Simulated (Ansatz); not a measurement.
**Ba (Im-3m): the Drude term of Re ε in the infrared**

Re ε of Ba (Im-3m) at low photon energies is read from one computed spectrum; the carriers' damping was typed as γ = 0.05 eV.

Cell: a, b, c = 4.341, 4.341, 4.341 Å (primitive vectors), 1 atoms.

Method: Ansatz 0.2.0, r2SCAN, independent particles, k-mesh 12×12×12 with interpolation inside its cells, Gaussian parameter 0.1 eV.

Launch of the response step: `ansatz run input.yaml --threads 4 --pin off --max-ram 8192MiB --backend cpu --events-out ev --progress --plain --runs-dir out`. The run took 56 s, on 4 threads of Intel(R) Xeon(R) Processor @ 2.50GHz (Skylake/Cascade Lake), on a shared host.

```tsv
photon energy E (eV)	wavelength (µm)	Re ε
0.25	4.96	?
0.30	4.13	-63.3
0.35	3.54	-40.5
0.40	3.10	-26.0
0.50	2.48	-11.0
0.60	2.07	-6.1
0.70	1.77	-5.4
```

A Drude term over a constant background gives Re ε = ε_b − ωp²/(E² + γ²), linear in 1/(E² + γ²).

Working, on the rows shown:

| x = 1/(E² + γ²) (eV⁻²) | y = Re ε |
| --- | --- |
| 10.8108 | -63.3 |
| 8 | -40.5 |
| 6.15385 | -26 |
| 3.9604 | -11 |
| 2.75862 | -6.1 |
| 2.03046 | -5.4 |

Means: x̄ = 5.619, ȳ = -25.383. Σ(x − x̄)(y − ȳ) = -383.9, Σ(x − x̄)² = 56.72. Slope = -383.9 / 56.72 = -6.768; intercept = ȳ − slope · x̄ = 12.648. The line misses the rows shown by at most 4.3.

What does the fit predict for the withheld row, and how well does it do?

At x = 15.385 the line gives y = -91.48. The run gave -101.6, so the extrapolation is off by 10, 11 % of the range in the table. Beyond its data the fit drifts from the curve.

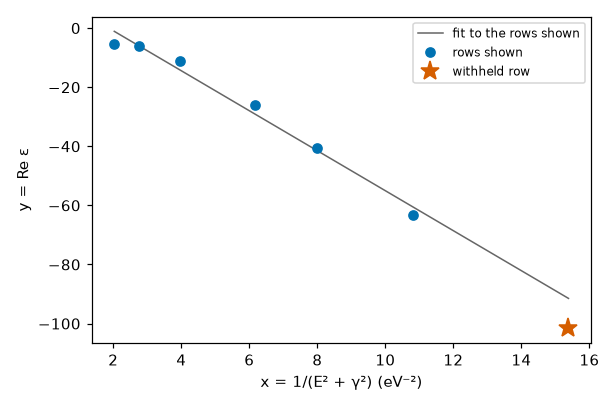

Refitted with all rows, the slope is -7.38 and the intercept 15.493. These give ωp = √(−slope) = 2.72 eV, against 3.01 eV from the program's Fermi-surface sum, and an intercept of 15.5. Taking the program's Drude term off the rows leaves 38 at the lowest energy and 13 at the highest, so the background isn't constant: interband transitions lie in or near the window, and neither fitted number can be trusted. The cell comes from an older database entry, whose edges can be off by a per cent or so. The values come from a sum over the points of one k-mesh and carry its error, which is largest for Fermi-surface quantities. Spin-orbit coupling is left out.

[Logs are printed without paths, hosts, clocks, repeated set-up lines and the standing remarks that a program may print on its own settings, such as how far it seeks lower states.]
